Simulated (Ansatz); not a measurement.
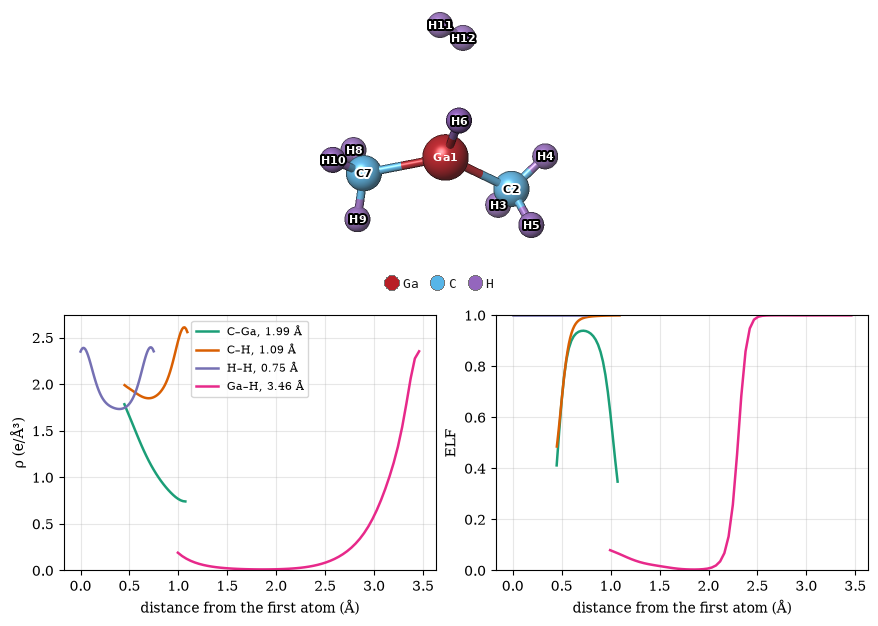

C2H7Ga···H2. Electron density and ELF along straight lines between neighbouring atoms. The curves leave out the atomic cores. The structure is drawn too.

All numbers below come from Ansatz 0.2.0, RHF/def2-SVP.

```xyz
12

Ga   -0.0224    0.2093    0.2296
C    -0.0627    0.5201    2.1982
H    -1.0638    0.4118    2.6210
H     0.6117   -0.1619    2.7227
H     0.2820    1.5362    2.4183
H     1.3801    0.0190   -0.4827
C    -1.7009    0.1788   -0.8438
H    -2.2836   -0.7158   -0.6011
H    -2.3321    1.0396   -0.6051
H    -1.5157    0.1759   -1.9192
H    -0.0557   -3.2473    0.4111
H    -0.1290   -3.1248    1.1448
```

### What can be read from the curves?

C–Ga (1.99 Å): ρ at the midpoint is about 0.77 e/Å³; the ELF peaks at about 0.95 in the valence shell of C, 0.7 Å from its nucleus, and is about 0.60 at the midpoint.
C–H (1.09 Å): the density is about 1.9 e/Å³ at the midpoint; the ELF climbs to about 1 towards the hydrogen, as it does in any bond to H (a covalent bond by its length).
H–H (0.75 Å): ρ at the midpoint is about 1.7 e/Å³; the ELF is about 1 at the midpoint.
Ga1···H12 (3.46 Å): the density falls to about 0.01 e/Å³ on the way; the ELF dips to about 0 between them: a weak contact between the two molecules.
